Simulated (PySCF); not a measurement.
## C4H11NO3Si: NMR shielding calculation

System: C4H11NO3Si.
Method: GIAO PBE0/pcSseg-1 NMR shielding, non-relativistic, gas phase (PySCF 2.14.0).

The geometry comes from this level: GFN2-xTB. It belongs to a series of runs on one base structure; here: constitutional isomer. Figures and captions count atoms from 1; the log counts them from 0 in places.

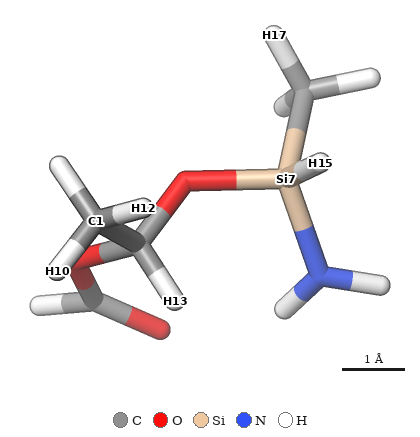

Fig. 1: The structure as given in the input (stick view, seen at a tilt; atoms are numbered from 1 in the order of the input).

## Key numbers

| quantity | value |
| --- | --- |
| outcome | converged |
| total energy | −728.384997 hartree |
| HOMO | −7.15 eV |
| LUMO | 0.05 eV |
| dipole moment | 0.35 D |
| isotropic shielding, C | 20.2 to 182.8 ppm |
| isotropic shielding, O | −94.2 to 242.2 ppm |
| isotropic shielding, Si | 360.6 ppm |
| isotropic shielding, N | 248.2 ppm |
| isotropic shielding, H | 23.6 to 31.9 ppm |
| hardware | 1 CPU thread, shared host |
| wall time | 58 s |
| peak memory | 1 GiB |

## The input
```
{"job": {"kind": "nmr", "xc": "PBE0", "basis": "pcSseg-1"}, "charge": 0, "multiplicity": 1}
C      2.057811     1.645571     0.221226
C      1.206160     0.496833    -0.294789
O      2.079736    -0.635227    -0.465241
C      1.643057    -1.635875    -1.200184
O      0.617399    -1.702430    -1.812409
O      0.229722     0.148388     0.598313
Si    -1.388349     0.352349     0.418543
C     -2.099672    -0.807233     1.736710
N     -1.789266     0.071910    -1.231784
H      2.849064     1.871656    -0.487136
H      2.492734     1.364425     1.176049
H      1.424507     2.516944     0.356276
H      0.773376     0.736111    -1.277091
H      2.400652    -2.439221    -1.186993
H     -1.718924     1.762762     0.658925
H     -3.173521    -0.669904     1.812011
H     -1.673732    -0.619402     2.716430
H     -1.916416    -1.850310     1.493106
H     -2.753042     0.050412    -1.519730
H     -1.266443    -0.647081    -1.715268
```

The first line tells a small driver script what to run in PySCF; the rest is the geometry in Å.

Run as:
```bash
OMP_NUM_THREADS=1 python <driver script> task.json out
```

## Log
```
coarse grid: 17112 points
cycle   1  E = -728.0601154714  dE =  1.343e+00  |g| = 1.141e+00  |ddm| = 3.898e+00
cycle   2  E = -727.6894641840  dE =  3.707e-01  |g| = 1.819e+00  |ddm| = 1.878e+00
cycle   3  E = -728.2830521495  dE = -5.936e-01  |g| = 3.285e-01  |ddm| = 1.289e+00
cycle   4  E = -728.3023528694  dE = -1.930e-02  |g| = 8.522e-02  |ddm| = 2.335e-01
cycle   5  E = -728.3034449785  dE = -1.092e-03  |g| = 2.743e-02  |ddm| = 5.703e-02
cycle   6  E = -728.3035942843  dE = -1.493e-04  |g| = 5.705e-03  |ddm| = 2.056e-02
cycle   7  E = -728.3036009872  dE = -6.703e-06  |g| = 1.468e-03  |ddm| = 5.189e-03
final grid: 160472 points
cycle   8  E = -728.3849534877  dE = -3.292e-05  |g| = 1.547e-02  |ddm| = 3.222e-02
cycle   9  E = -728.3849068136  dE =  4.667e-05  |g| = 2.242e-02  |ddm| = 2.210e-02
cycle  10  E = -728.3849965737  dE = -8.976e-05  |g| = 1.928e-03  |ddm| = 1.331e-02
cycle  11  E = -728.3849972623  dE = -6.885e-07  |g| = 4.809e-04  |ddm| = 1.368e-03
cycle  12  E = -728.3849972953  dE = -3.307e-08  |g| = 2.151e-04  |ddm| = 4.192e-04
cycle  13  E = -728.3849973047  dE = -9.362e-09  |g| = 3.064e-05  |ddm| = 1.693e-04
cycle  14  E = -728.3849973049  dE = -1.633e-10  |g| = 1.006e-05  |ddm| = 2.993e-05
```

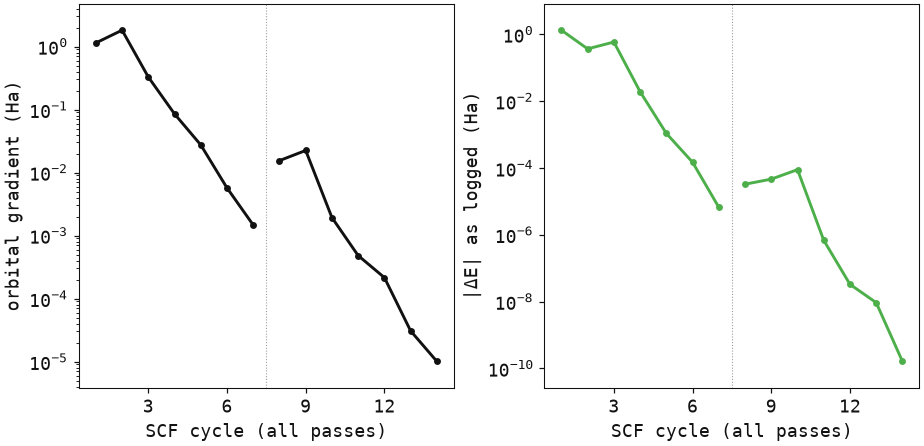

Fig. 2: Convergence of the self-consistent field: orbital gradient and size of the energy change against the SCF cycle. The dotted line marks the change from a coarse to the final integration grid. The first 7 cycles use a coarse grid, the final grid takes over at cycle 8, and the field converges after 14 cycles in all.

```
converged SCF energy = -728.3849973049

GIAO shielding tensors (ppm)
atom      isotropic    diamagn.    paramagn.     s11        s22        s33       span
  0 C      162.687     247.480     -84.793    144.032    157.064    186.965     42.933
  1 C       95.585     245.307    -149.721     64.615    101.328    120.813     56.198
  2 O       63.166     401.939    -338.773   -113.271    120.663    182.108    295.379
  3 C       20.159     246.573    -226.414    -79.089     63.154     76.412    155.501
  4 O      -94.168     404.920    -499.088   -372.690   -209.522    299.707    672.396
  5 O      242.206     404.251    -162.045    194.114    253.800    278.704     84.591
  6 Si     360.641     883.172    -522.531    319.285    375.916    386.722     67.438
  7 C      182.819     256.638     -73.819    175.697    177.806    194.953     19.255
  8 N      248.213     322.061     -73.848    214.210    256.561    273.867     59.657
  9 H       30.391      28.636       1.755     26.282     27.635     37.258     10.976
 10 H       29.940      29.783       0.158     26.768     28.043     35.011      8.243
 11 H       30.261      30.123       0.138     25.921     29.196     35.668      9.747
 12 H       25.099      34.668      -9.569     22.563     25.868     26.868      4.305
 13 H       23.560      26.049      -2.489     18.719     23.439     28.522      9.802
 14 H       26.488      31.375      -4.887     23.629     24.009     31.826      8.197
 15 H       31.939      29.534       2.405     27.976     29.008     38.833     10.858
 16 H       31.469      32.236      -0.767     26.888     29.463     38.057     11.169
 17 H       31.550      33.235      -1.686     27.637     29.878     37.134      9.496
 18 H       31.707      31.231       0.475     24.811     26.956     43.353     18.542
 19 H       29.268      34.831      -5.563     19.999     26.345     41.460     21.461
```

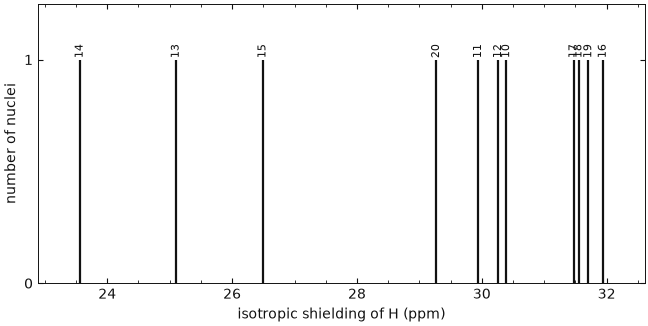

Fig. 3: Isotropic shieldings of the hydrogen nuclei in this fixed geometry, labelled by atom number; shielding grows to the right, so chemical shift grows to the left. The least shielded is H14 (23.6 ppm), the most shielded H16 (31.9 ppm).

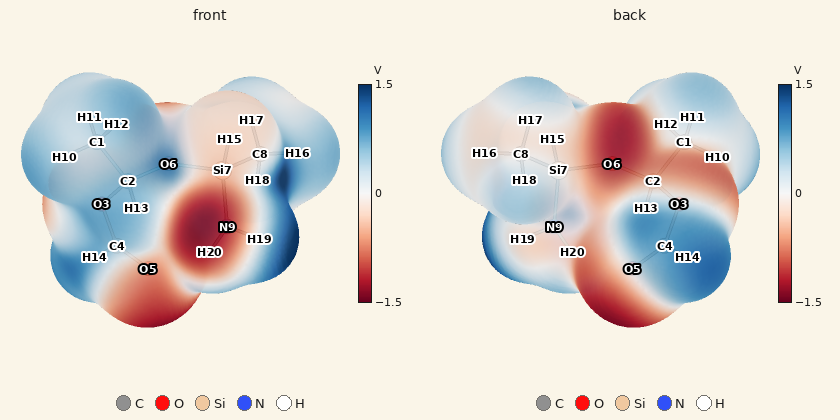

Fig. 4: The electrostatic potential painted on the density surface at 0.002 e/bohr³, seen at a tilt and from behind; the colour scale runs from red (negative) to blue (positive). A positive charge is drawn to the negative regions and a negative charge to the positive ones.

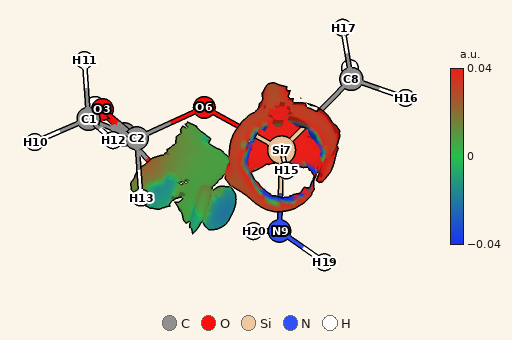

Fig. 5: Non-covalent interaction (NCI) plot: the surface where the reduced density gradient is 0.6, for densities under 0.05 a.u., coloured by sign(λ₂)ρ; seen from the side. H20···O5 (2.2 Å): a hydrogen bond (blue, attractive) Between O5 and C4 on one side and C2 and H13 on the other: a weak, van der Waals-like contact (green)
